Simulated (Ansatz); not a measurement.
```
Y N Ir
1.0
     3.85401    0.00000    0.00000
     0.00000    3.85401    0.00000
     0.00000    0.00000    9.48444
Y N Ir
2 4 4
Direct
  0.00000 0.00000 0.00000
  0.50000 0.50000 0.50000
  0.00000 0.00000 0.37500
  0.50000 0.50000 0.87500
  0.00000 0.00000 0.62500
  0.50000 0.50000 0.12500
  0.00000 0.50000 0.25000
  0.50000 0.00000 0.75000
  0.50000 0.00000 0.25000
  0.00000 0.50000 0.75000
```

Space group I4/mmm; built by placing these elements on a known structure type; not relaxed (largest force 0.7 eV/Å); computed pressure about −9 GPa in this cell; computed without spin polarisation.

These are results of DFT, PAW plane waves, r2SCAN in Ansatz 0.2.0, not measurements.

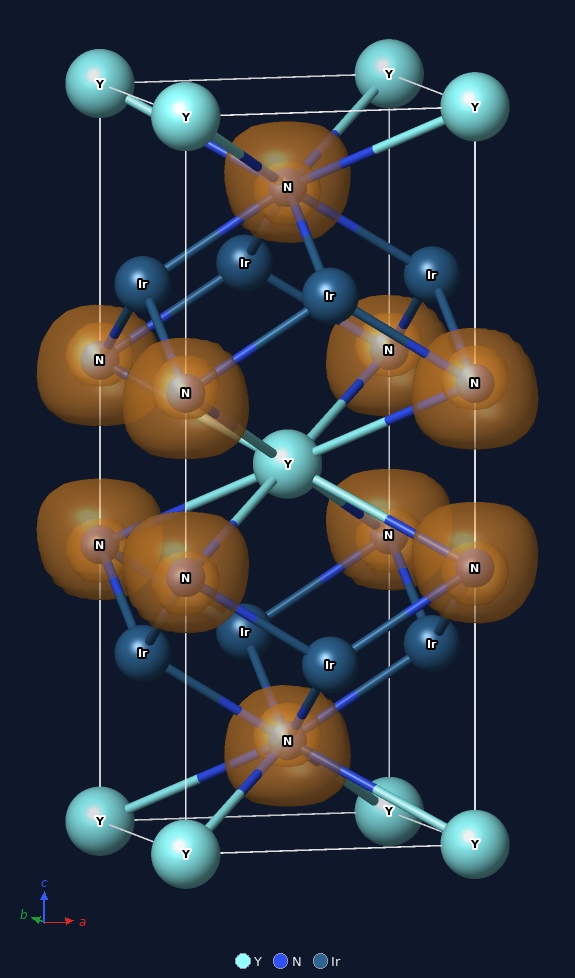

YIr₂N₂. Isosurface of the electron localisation function at 0.7 (orange), seen slightly off an axis. Core shells are left out. Sticks mark near contacts.

**Describe the localisation domains.**

At this value the surface marks out four regions wrapped around N (the valence shell of each), counted in one cell of 10 atoms. Any copies at cell faces, edges or corners count once. Along the contacts the grid gives the following. Ir–N (2.26 Å): the ELF peaks at about 0.80 in the valence shell of N, 0.6 Å from its nucleus, and drops to about 0.25 between the two atoms. Y–N (2.97 Å): the ELF is about 0.05 at the midpoint; no shared electron pair shows on this line.
